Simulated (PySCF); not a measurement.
## BCl4 (charge −1): NMR shielding calculation

- system: BCl4, charge −1
- method: GIAO PBE0/def2-TZVP NMR shielding, non-relativistic, gas phase (PySCF 2.14.0)

The geometry comes from this level: PBE0-D3(BJ)/def2-SVP. Figures and captions count atoms from 1; the log counts them from 0 in places.

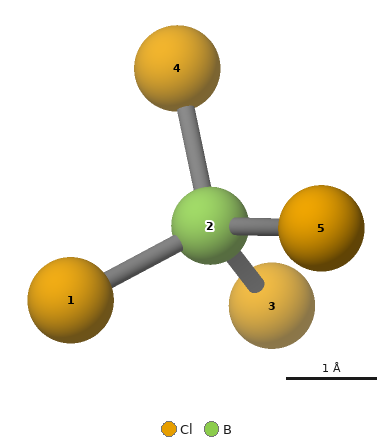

**Figure 1.** The structure (ball-and-stick view, seen at a tilt; atoms are numbered from 1 in the order of the input). Bond lengths as drawn: B–Cl 1.86 Å.

Summary

```tsv
quantity	value
outcome	converged
total energy	−1865.331977 hartree
HOMO	−3.59 eV
LUMO	5.96 eV
isotropic shielding, Cl	755.5 to 755.9 ppm
isotropic shielding, B	88.4 ppm
hardware	1 CPU thread, shared host
wall time	12 s
peak memory	0.75 GiB
```

Input file
```
{"job": {"kind": "nmr", "xc": "PBE0", "basis": "def2-TZVP", "pop": true}, "charge": -1, "multiplicity": 1}
Cl     1.769005    -0.625046    -0.233914
B      0.018837    -0.021277    -0.019470
Cl    -1.169786    -1.361372    -0.534368
Cl    -0.273349     0.414533     1.769129
Cl    -0.252607     1.488392    -1.077867
```

The first line tells a small driver script what to run in PySCF; the rest is the geometry in Å.

Command:
```bash
OMP_NUM_THREADS=1 python <driver script> task.json out
```

Output
```
coarse grid: 7584 points
cycle   1  E = -1865.2842227030  dE =  2.789e-01  |g| = 3.803e-01  |ddm| = 1.910e+00
cycle   2  E = -1865.2940285767  dE = -9.806e-03  |g| = 3.954e-01  |ddm| = 7.963e-01
cycle   3  E = -1865.3259014537  dE = -3.187e-02  |g| = 8.491e-02  |ddm| = 3.045e-01
cycle   4  E = -1865.3274676613  dE = -1.566e-03  |g| = 3.970e-02  |ddm| = 9.624e-02
cycle   5  E = -1865.3278517914  dE = -3.841e-04  |g| = 8.232e-04  |ddm| = 2.542e-02
cycle   6  E = -1865.3278520909  dE = -2.995e-07  |g| = 9.756e-05  |ddm| = 1.657e-03
final grid: 58192 points
cycle   7  E = -1865.3319740523  dE = -3.311e-05  |g| = 4.509e-03  |ddm| = 1.913e-02
cycle   8  E = -1865.3319728430  dE =  1.209e-06  |g| = 4.148e-03  |ddm| = 6.626e-03
cycle   9  E = -1865.3319765749  dE = -3.732e-06  |g| = 1.589e-03  |ddm| = 3.930e-03
cycle  10  E = -1865.3319771664  dE = -5.915e-07  |g| = 1.109e-04  |ddm| = 9.677e-04
cycle  11  E = -1865.3319771688  dE = -2.373e-09  |g| = 2.302e-05  |ddm| = 1.068e-04
cycle  12  E = -1865.3319771689  dE = -1.032e-10  |g| = 3.749e-06  |ddm| = 1.921e-05
```

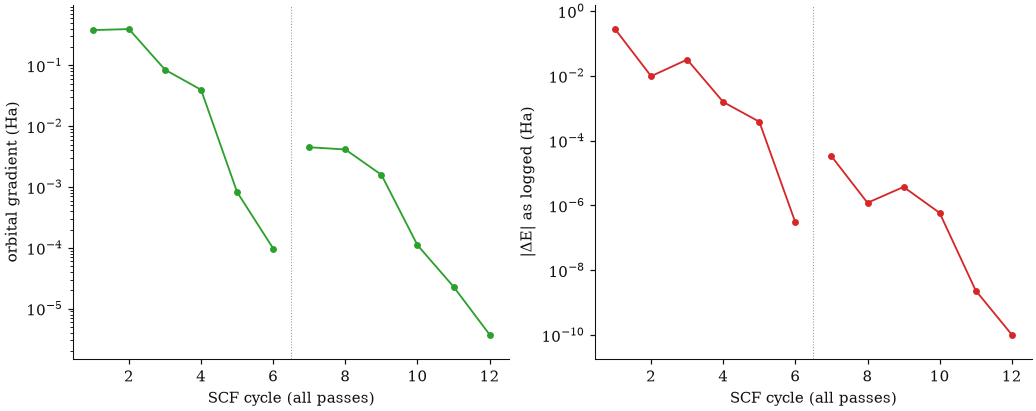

**Figure 2.** Convergence of the self-consistent field: orbital gradient and size of the energy change against the SCF cycle. The dotted line marks the change from a coarse to the final integration grid. The first 6 cycles use a coarse grid, the final grid takes over at cycle 7, and the field converges after 12 cycles in all.

```
converged SCF energy = -1865.3319771689

GIAO shielding tensors (ppm)
atom      isotropic    diamagn.    paramagn.     s11        s22        s33       span
  0 Cl     755.936    1145.127    -389.191    647.730    647.911    972.167    324.437
  1 B       88.415     178.061     -89.645     88.381     88.412     88.453      0.072
  2 Cl     755.679    1145.150    -389.472    647.416    647.535    972.085    324.670
  3 Cl     755.519    1145.195    -389.676    647.164    647.298    972.094    324.929
  4 Cl     755.555    1145.172    -389.617    647.294    647.441    971.930    324.636
```

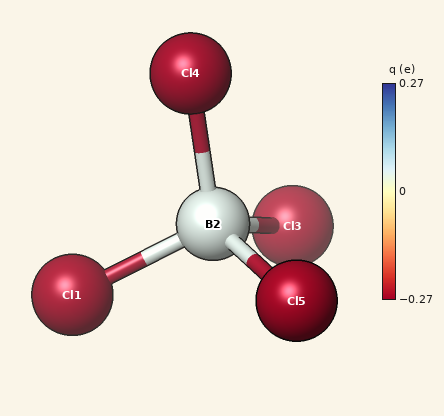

**Figure 3.** Hirshfeld charges, as the colour of each atom (ball-and-stick view, seen at a tilt; atoms are numbered from 1 in the order of the input). By element: Cl −0.26 and B +0.05 e.
